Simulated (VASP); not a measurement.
Band structure of Au2Cu2 (ordered alloy cell). Level of theory: PBEsol GGA, VASP's PBE PAW potentials (set 64) (plane waves; VASP 6.6.1).

Unless said otherwise, spin-orbit coupling is left out, though it shifts the bands of the heavy elements here.

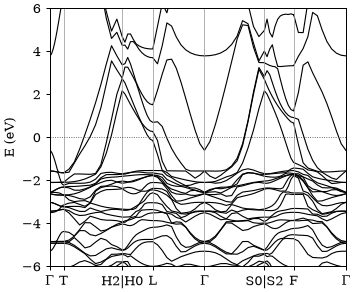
*Bands along high-symmetry lines, zero at the valence-band maximum or, without a gap, the Fermi level*

Problem. Read the plot: is there a gap, and where are the band edges?

Solution. It has no gap at this level: it comes out as a metal or semimetal. (Edges off the drawn lines would not show.)

The structure was generated: Au2Cu2 was put into an ordered model structure (R-3m), which need not be its known phase. It was relaxed first.
